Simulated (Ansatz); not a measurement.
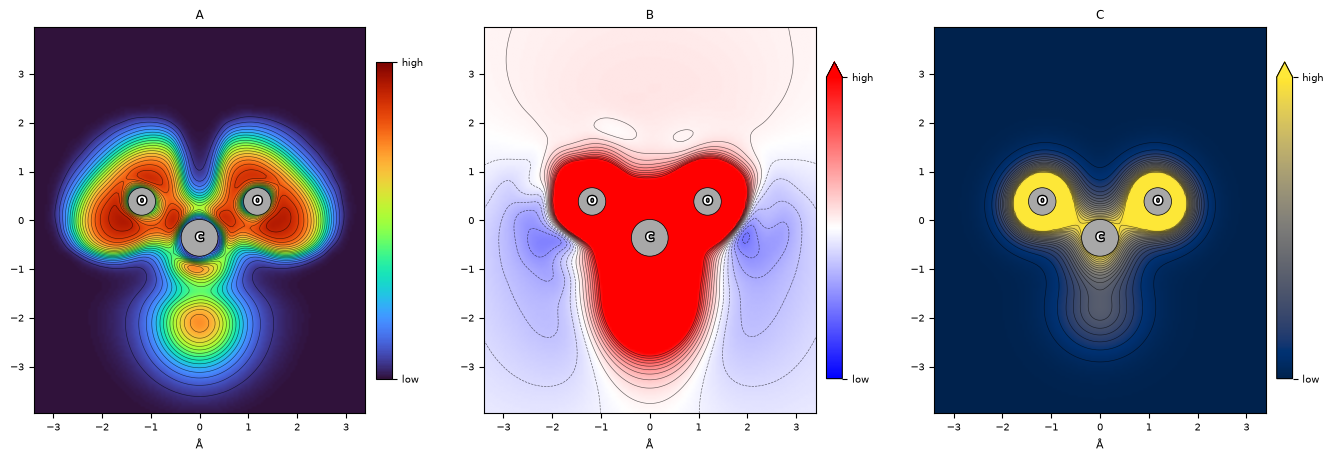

CH₂O₂S₂ (SMILES OC1(O)SS1): 3 fields on the plane of atoms O1, C2 and O3, with unlabelled colour scales. Grey discs cover the atomic cores.

Method: Ansatz, SCF PBE0, Gaussian basis.

### Which field does each panel show? The fields are: electron density, electron localisation function and electrostatic potential.

Panel A: electron localisation function. Panel B: electrostatic potential (strongly positive close to the atoms, with negative regions outside electron-rich atoms). Panel C: electron density. From the grid: C–O (1.40 Å): the density is about 2.2 e/Å³ at the midpoint, with its minimum of 1.9 e/Å³ about 0.5 Å from C; the ELF peaks at about 0.90 between the atoms, as expected for a polar covalent bond.
